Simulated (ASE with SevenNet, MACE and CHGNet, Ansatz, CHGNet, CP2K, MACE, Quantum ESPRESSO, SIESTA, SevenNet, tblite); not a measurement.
# Mg2+ BF4- in dimethyl sulfoxide and 1,3-dioxolane at 400 K (73 atoms) in machine-learned potentials

Aim: run Mg2+ BF4- in dimethyl sulfoxide and 1,3-dioxolane at 400 K (73 atoms) in machine-learned potentials and see how near its forces come to a plane-wave reference, and at what cost.

Main program and level: ASE with SevenNet, MACE and CHGNet; the method is named at each step.

### Step 1. The starting structure

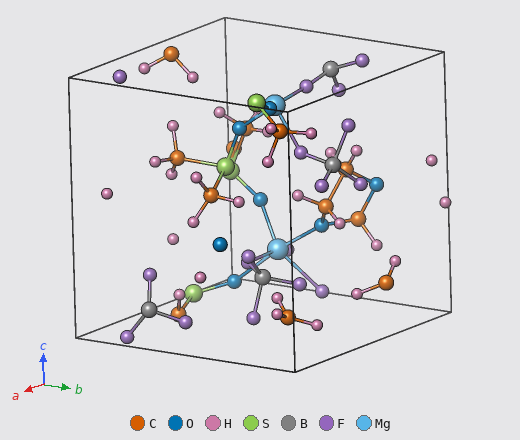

The starting structure, seen slightly off an axis (carbon orange, oxygen blue, hydrogen pink, sulfur green, boron grey, fluorine purple, magnesium blue). Bonds to atoms that aren't drawn are left out. Some periodic images of atoms are drawn too.

The cell holds 73 atoms: 11 C, 6 O, 30 H, 4 S, 4 B, 16 F and 2 Mg. Cell: a = 9.474 Å, b = 9.474 Å, c = 9.474 Å, α = 90.0°, β = 90.0°, γ = 90.0°. 4 dimethyl sulfoxide, 1 1,3-dioxolane, 2 Mg2+, 4 BF4- placed at random, at 1.53 g/cm³; overlaps pushed apart, then 10 ps at 550 K with stiff harmonic cages for PF6 and BF4 with UFF radii; divalent ions of Li, Roberts, Chakravorty and Merz (J. Chem. Theory Comput. 9, 2733 (2013)); MMFF94 bonds, angles, torsions, charges and radii (Halgren, J. Comput. Chem. 17, 490 (1996)) in harmonic and 12-6 forms; charges of ions scaled by 0.8. Snapshot after 30 ps at 400 K and fixed volume. Then every atom was moved at random, 0.03 Å r.m.s. a Cartesian component (hydrogen 0.6 of that).

The yardstick, on the same geometry:

```
method                                           : Kohn-Sham DFT, PBE, SSSP efficiency 1.3.0 pseudopotentials, plane waves (Quantum ESPRESSO 7.5); sssp-pbe-1.3.0-efficiency, cutoffs 60/480 Ry, Γ point
r.m.s. force component                           : 1.636 eV/Å
longest force                                    : 7.959 eV/Å
pressure                                         : 4.313 GPa
gap (highest filled to lowest empty level) : 4.215 eV
time                                             : 97 s on 2 MPI ranks of Arm Neoverse V2, shared host
CPU time                                         : 3.2 min
```

### Step 2. SevenNet 0 potential

Method: machine-learned interatomic potential SevenNet 0, trained on PBE(+U) plane-wave data.

Contents of run.py:

```python
import numpy as np
from ase.io import read
import mlip  # loads the published weights by name

atoms = read("structure.xyz")
atoms.calc = mlip.calc("7net-0")
energy = atoms.get_potential_energy()
forces = atoms.get_forces()
print(f"energy {energy:.6f} eV")
print("forces (eV/A)")
for i, (a, f) in enumerate(zip(atoms, forces)):
    print(f"{i:4d} {a.symbol:2s} {f[0]:10.5f} {f[1]:10.5f} {f[2]:10.5f}")
stress = -atoms.get_stress(voigt=False) * 160.21766
print("stress (GPa, compression positive)")
for row in stress:
    print(" ".join(f"{x:10.4f}" for x in row))
```

Contents of structure.xyz:

```xyz
73
Lattice="9.47375 0.00000 0.00000 0.00000 9.47375 0.00000 0.00000 0.00000 9.47375" Properties=species:S:1:pos:R:3 pbc="T T T"
C 1.13761 5.88803 4.98765
C 2.23599 5.76667 3.87571
O 1.49742 5.02753 2.92578
C 0.36711 5.81035 2.99371
O 0.02899 6.40255 4.25277
H 1.27981 6.47919 5.77937
H 0.64545 4.89480 5.34954
H 2.97343 5.10465 4.35840
H 2.66241 6.66118 3.47488
H 0.41050 6.60860 2.15641
H 8.97789 5.11980 2.76378
C 7.14444 7.54300 1.20866
S 7.51988 6.71964 8.99210
C 8.18883 8.17708 8.30801
O 6.26461 6.36939 8.44935
H 6.69690 6.78292 1.70869
H 8.11891 7.79036 1.58240
H 6.51661 8.34798 0.88589
H 7.46863 9.01806 8.17225
H 9.09499 8.45561 8.64906
H 8.47872 7.83650 7.21360
C 0.33404 0.47037 4.85511
S 1.94382 1.46303 4.54361
C 2.00303 2.21733 6.19498
O 1.66729 2.52580 3.56706
H 0.52485 9.18186 5.60495
H 9.08343 1.24551 5.32993
H 0.04794 9.38072 3.99281
H 2.01990 3.19559 6.21592
H 0.97267 2.04624 6.61741
H 2.75781 1.65127 6.88060
C 5.45953 1.71778 5.85250
S 4.89395 3.39179 5.63148
C 6.57668 3.95245 5.04761
O 4.66753 3.87761 7.03691
H 4.92957 1.06362 5.05936
H 6.57620 1.55900 5.95330
H 5.13165 1.32661 6.89272
H 6.43684 5.03994 4.91536
H 7.37143 3.90442 5.87211
H 7.01181 3.46123 4.10630
C 3.76525 9.40459 1.93378
S 3.30388 0.69784 0.29482
C 4.96121 1.22069 9.45651
O 2.34191 1.78097 0.64838
H 4.41183 0.67813 2.52049
H 2.82157 9.14207 2.46801
H 4.24149 8.47171 1.51571
H 4.88561 2.06859 8.70230
H 5.49392 1.66558 0.87897
H 5.57435 0.47861 8.97894
B 4.28820 7.61595 6.10896
F 3.18650 7.99878 5.21018
F 4.34798 6.28460 6.39355
F 3.84956 8.01697 7.49430
F 5.52623 7.99954 5.68122
[... 13 atom lines left out ...]
F 2.65256 5.37541 8.29133
F 0.49159 5.21274 7.64295
Mg 4.68354 5.45129 8.08509
Mg 1.94420 3.42400 1.94496
```

The run is started by

```sh
OMP_NUM_THREADS=1 python run.py > output.txt
```

Output:

```text
energy -384.662842 eV
forces (eV/A)
   0 C    -1.09936   -2.45965   -2.08266
   1 C     0.48503   -2.21898    3.91538
   2 O     0.73890    1.78243    1.31190
   3 C    -5.94011    0.70978   -4.30170
   4 O     1.40942   -0.13538   -1.39429
   5 H     1.14333    2.36596    2.92662
   6 H     1.77808    0.64979   -0.43797
   7 H     0.43805    0.19789   -0.47333
   8 H     0.08936    0.67590   -0.16410
   9 H     0.06482   -0.67707    1.30809
  10 H     0.36795    0.51945   -0.09233
  11 C     1.28952    0.43046   -2.99832
  12 S     4.93043    0.72121    3.94280
  13 C    -2.63027   -0.35742   -5.07674
  14 O    -3.70746   -0.04711   -2.35240
  15 H    -1.43014   -2.03517    1.79415
  16 H     0.48258    0.48071    0.36255
  17 H    -0.38281    0.80441    0.37641
  18 H     0.35308   -0.47389    0.37500
  19 H     2.81723    0.84894    1.99042
  20 H    -0.68126    0.49539    1.59760
  21 C     0.19402    2.09365    1.32881
  22 S    -0.29439   -2.44566    1.75700
  23 C    -0.94186   -6.04193    1.44555
[...]
65 F    -1.20508   -1.78652    2.98865
  66 B     1.46402    1.20257    3.37242
  67 F    -0.78065    2.21807    0.20979
  68 F    -0.45566   -1.36180   -0.27095
  69 F     2.22046   -0.86247   -1.25313
  70 F    -1.83732   -1.41621   -1.87295
  71 Mg   -1.20213   -0.14084    0.72359
  72 Mg   -0.26967   -0.69167   -2.27036
stress (GPa, compression positive)
    3.3855     0.0927     1.0019
    0.0927     5.6723    -0.5214
    1.0019    -0.5214     1.5528
```

It took 7.2 s on 1 thread of Arm Neoverse V2, shared host; peak memory 0.91 GiB.

Banners, paths, timers and routine set-up lines are dropped from the logs unmarked, and long logs keep their key lines alone; longer cuts are marked.

Against the reference:

| Property | Result |
| --- | --- |
| r.m.s. force component | 1.554 eV/Å |
| r.m.s. difference of force components | 217.8 meV/Å |
| longest difference of force vectors | 1611 meV/Å |
| force difference over r.m.s. force | 13.32 % |
| slope of forces against the reference's | 0.9422 |
| correlation of force components | 0.992 |
| pressure | 3.537 GPa |
| pressure difference | -0.7758 GPa |

Length of the force difference by element (eV/Å):

| element | atoms | mean | most |
| --- | --- | --- | --- |
| B | 4 | 0.36 | 0.54 |
| C | 11 | 0.36 | 0.61 |
| F | 16 | 0.19 | 0.34 |
| H | 30 | 0.12 | 0.26 |
| Mg | 2 | 0.24 | 0.29 |
| O | 6 | 0.64 | 1.4 |
| S | 4 | 0.82 | 1.6 |

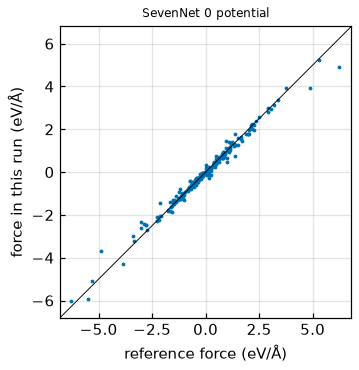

Force components against those of the reference; the line marks equality.

The surroundings of C4, which bears the longest force, nearest first, numbered as they follow in the input and with coordinates relative to it.

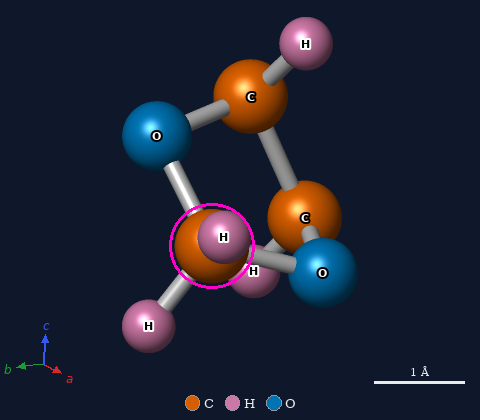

The atoms of the table, within 2.5 Å (arrows a, b, c point along x, y, z); some may hide others; the central atom is ringed.

| atom | x | y | z | distance (Å) | Fx | Fy | Fz (eV/Å) |
| --- | --- | --- | --- | --- | --- | --- | --- |
| C4 | 0.00 | 0.00 | 0.00 | 0.00 | -5.94 | 0.71 | -4.30 |
| H11 | -0.86 | -0.69 | -0.23 | 1.13 | 0.37 | 0.52 | -0.09 |
| H10 | 0.04 | 0.80 | -0.84 | 1.16 | 0.06 | -0.68 | 1.31 |
| O3 | 1.13 | -0.78 | -0.07 | 1.38 | 0.74 | 1.78 | 1.31 |
| O5 | -0.34 | 0.59 | 1.26 | 1.43 | 1.41 | -0.14 | -1.39 |
| C2 | 1.87 | -0.04 | 0.88 | 2.07 | 0.49 | -2.22 | 3.92 |
| C1 | 0.77 | 0.08 | 1.99 | 2.14 | -1.10 | -2.46 | -2.08 |
| H9 | 2.30 | 0.85 | 0.48 | 2.49 | 0.09 | 0.68 | -0.16 |
| H7 | 0.28 | -0.92 | 2.36 | 2.54 | 1.78 | 0.65 | -0.44 |

Atoms are counted from 1 here, from 0 in the log.

Forces lie 13 % from the reference's, at 0.036 times its CPU time (on 1 against 2 cores).

### Step 3. MACE MP-0b3 medium potential

Method: machine-learned interatomic potential MACE MP-0b3 medium, trained on PBE(+U) plane-wave data.

Changes to run.py since step 2:

```diff
@@ -5,3 +5,3 @@
 atoms = read("structure.xyz")
-atoms.calc = mlip.calc("7net-0")
+atoms.calc = mlip.calc("mace-mp-0b3-medium")
 energy = atoms.get_potential_energy()
```

structure.xyz is that of step 2.

Output:

```text
energy -383.345147 eV
forces (eV/A)
   0 C    -1.55976   -2.60483   -1.92423
   1 C     0.67394   -2.32643    3.76387
   2 O     0.77597    1.14467    0.29386
   3 C    -5.10840    0.85836   -3.40550
   4 O     0.80724    0.07261   -1.25840
   5 H     1.06977    2.57286    3.04162
   6 H     1.69096    1.00122   -0.49402
   7 H     0.43463    0.19362   -0.62002
   8 H     0.06993    0.78402   -0.19511
   9 H     0.01176   -0.94544    1.39498
  10 H     0.66839    0.48214   -0.07375
  11 C     1.38463    0.25483   -3.39918
  12 S     5.05299    1.21451    4.37885
  13 C    -2.89804   -0.55648   -5.27390
  14 O    -3.63629    0.18140   -2.22019
  15 H    -1.52666   -2.08479    1.89921
  16 H     0.41781    0.45054    0.28316
  17 H    -0.33031    0.75642    0.35946
  18 H     0.42352   -0.41843    0.43975
  19 H     2.99452    0.95821    2.01250
  20 H    -0.61022    0.40818    1.58848
  21 C     0.31169    2.16956    1.31996
  22 S    -0.10782   -2.55991    1.91434
  23 C    -1.01475   -5.94554    1.44964
[...]
65 F    -1.05932   -1.63935    2.73013
  66 B     1.24354    1.10456    3.34691
  67 F    -0.66736    2.15133    0.14971
  68 F    -0.45938   -1.34373   -0.40488
  69 F     1.88464   -0.82518   -1.12364
  70 F    -1.73422   -1.29090   -1.73796
  71 Mg   -1.36051   -0.10720    0.87995
  72 Mg   -0.14312   -0.48702   -2.28240
stress (GPa, compression positive)
    3.6476     0.2716     0.9494
    0.2716     5.8505    -0.3226
    0.9494    -0.3226     1.8315
```

Run time: 7.2 s. Hardware: 1 thread; peak memory 1.1 GiB.

Against the reference:

* r.m.s. force component: 1.535 eV/Å
* r.m.s. difference of force components: 220 meV/Å
* longest difference of force vectors: 1519 meV/Å
* force difference over r.m.s. force: 13.45 %
* slope of forces against the reference's: 0.9311
* correlation of force components: 0.9924
* pressure: 3.776 GPa
* pressure difference: -0.5362 GPa

Against the first run (13 %), the force difference from the reference is 13 %, at 1.0 times the CPU time.

### Step 4. CHGNet r2SCAN potential

Method: machine-learned interatomic potential CHGNet r2SCAN, trained on r2SCAN plane-wave data.

Changes to run.py since step 3:

```diff
@@ -5,3 +5,3 @@
 atoms = read("structure.xyz")
-atoms.calc = mlip.calc("mace-mp-0b3-medium")
+atoms.calc = mlip.calc("chgnet-r2scan")
 energy = atoms.get_potential_energy()
```

structure.xyz is that of step 3.

Output:

```text
CHGNet vr2scan initialized with 412,525 parameters
CHGNet will run on cpu
energy -451.778900 eV
forces (eV/A)
   0 C    -1.41116   -2.63976   -1.72774
   1 C     1.33148   -2.10309    3.93159
   2 O     0.89612    0.85444    0.61132
   3 C    -5.42460    0.49812   -4.17588
   4 O     0.94976    0.04932   -0.87242
   5 H     1.16703    2.35522    3.01964
   6 H     1.60348    0.89734   -0.41341
   7 H     0.10377    0.46334   -0.73066
   8 H    -0.01885    0.49499   -0.22796
   9 H    -0.05181   -0.91692    1.16370
  10 H     0.61869    0.72670   -0.15522
  11 C     1.28263    0.69219   -2.52932
  12 S     4.23394    1.04275    3.50120
  13 C    -2.14366   -0.38907   -4.81054
  14 O    -3.62458   -0.49986   -2.14963
  15 H    -1.32771   -1.95110    1.51583
  16 H     0.36794    0.36586    0.23757
  17 H    -0.26495    0.52787    0.20660
  18 H     0.40004   -0.71438    0.35397
  19 H     2.63830    0.77909    1.74920
  20 H    -0.71591    0.66689    1.85633
  21 C    -0.14049    1.79663    1.34883
  22 S    -0.33908   -1.61800    1.62601
  23 C    -0.63132   -6.14631    1.64053
[...]
65 F    -0.87791   -1.30313    2.10896
  66 B     1.10832    0.63922    2.53917
  67 F    -0.48909    1.50274    0.12855
  68 F    -0.24054   -0.84032   -0.28044
  69 F     1.41974   -0.56324   -0.78236
  70 F    -1.46916   -0.97994   -1.46947
  71 Mg   -0.91172   -0.00935    0.53493
  72 Mg   -0.30269   -0.38393   -1.44487
stress (GPa, compression positive)
    1.6439     0.2398     1.1334
    0.2398     2.6044    -0.2570
    1.1334    -0.2570    -0.0125
```

Elapsed: 3.6 s, on 1 thread; peak memory 1.2 GiB.

Numbers from this run, and their distance from the reference:

```
r.m.s. force component                  : 1.39 eV/Å
r.m.s. difference of force components   : 402.9 meV/Å
longest difference of force vectors     : 2447 meV/Å
force difference over r.m.s. force      : 24.63 %
slope of forces against the reference's : 0.8309
correlation of force components         : 0.9775
pressure                                : 1.412 GPa
pressure difference                     : -2.901 GPa
```

Against the first run (13 %), the force difference from the reference is 25 %, at 0.48 times the CPU time; this potential was trained at another functional than the reference's.

### Step 5. Side by side

Differences are against the plane-wave reference, forces as r.m.s. over components; share is that over the reference's r.m.s. force, slope the least-squares factor from reference forces to these. Total energies of different programs have different zeros and aren't compared.

| run | Δ force, r.m.s. (meV/Å) | share (%) | slope | Δ pressure (GPa) | cores | CPU time | memory (GiB) |
| --- | --- | --- | --- | --- | --- | --- | --- |
| reference | - | - | - | - | 2 | 3.2 min | 2.1 |
| SevenNet 0 potential | 218 | 13.3 | 0.942 | -0.776 | 1 | 6.9 s | 0.91 |
| MACE MP-0b3 medium potential | 220 | 13.5 | 0.931 | -0.536 | 1 | 7.1 s | 1.1 |
| CHGNet r2SCAN potential | 403 | 24.6 | 0.831 | -2.90 | 1 | 3.4 s | 1.2 |

Times of the machine-learned potentials are mostly Python's start and the loading of weights.

CPU time is summed over cores on a shared host, where runs went side by side, so it is rough. Symmetry, cutoffs, thresholds, outputs and thread counts weren't matched or tuned between programs; memory under MPI is the largest rank's times the ranks.

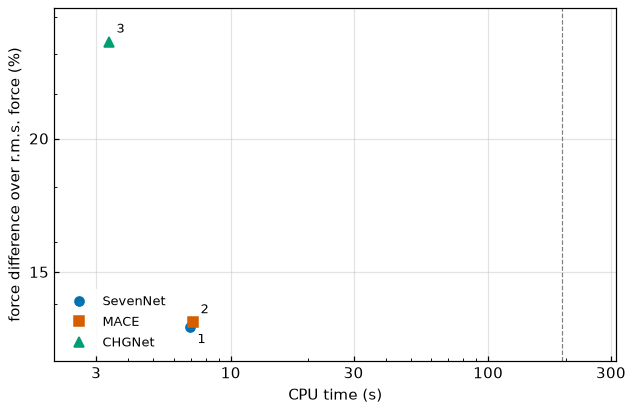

Force difference against CPU time; the dashed line marks the reference's time. Points: 1 SevenNet 0 potential; 2 MACE MP-0b3 medium potential; 3 CHGNet r2SCAN potential.

A second geometry, displaced anew (every atom was moved at random, 0.08 Å r.m.s. a Cartesian component (hydrogen 0.6 of that)), gives an energy difference that all programs can be tested on. The reference puts it at 86.43 meV/atom.

| run | energy less the first geometry's (meV/atom) | error (meV/atom) | force share at the second geometry (%) |
| --- | --- | --- | --- |
| SevenNet 0 potential | 84.14 | -2.28 | 8.67 |
| MACE MP-0b3 medium potential | 86.97 | 0.536 | 7.56 |
| CHGNet r2SCAN potential | 78.86 | -7.57 | 19.0 |

### Step 6. Summary of results

| Quantity | Value |
| --- | --- |
| nearest in forces | a tie at 13 % of 2 runs: SevenNet 0 potential; MACE MP-0b3 medium potential |

Machine-learned potentials differ by 13 % (SevenNet 0 potential) to 25 % (CHGNet r2SCAN potential); they were trained on other programs' data, some at another functional. The energy difference between the two geometries, 86.4 meV/atom in the reference, is met best by MACE MP-0b3 medium potential (+0.536) and worst by CHGNet r2SCAN potential (-7.57). The reference's pressure holds the uncorrected Pulay stress of its 60 Ry basis, so small pressure differences, and their order, may be the reference's own error. Machine-learned potentials mimic data converged in k, so the reference's own k-point error enters their differences. The network of contacts between molecules at the start is that of the classical potential that made the cell, and needn't be the one that DFT or experiment would give. The reference's stress is far from hydrostatic: its diagonal is 4.2, 6.6, 2.2 GPa, compression counted positive. The reference's PBE has no dispersion term, which matters for the binding between molecules or layers. The electronic-structure runs sample only Γ, in a cell whose shortest periodic width is 9 Å.

[Also dropped from logs without a mark: logging warnings of Python, and SIESTA's first energy breakdown and zero terms.]

[Logs are printed without paths, hosts, clocks, repeated set-up lines and the standing remarks that a program may print on its own settings, such as how far it seeks lower states.]

[Hosts, paths, dates, database ids (printed as entryN), source tags and the programs' standing remarks are cut or masked in the printed files.]

[The MMFF94 radii named for the starting cell were scaled by 0.96; in molecules described by MMFF94, hydrogen bound to N, O or S took a small fixed 12-6 site in their place.]
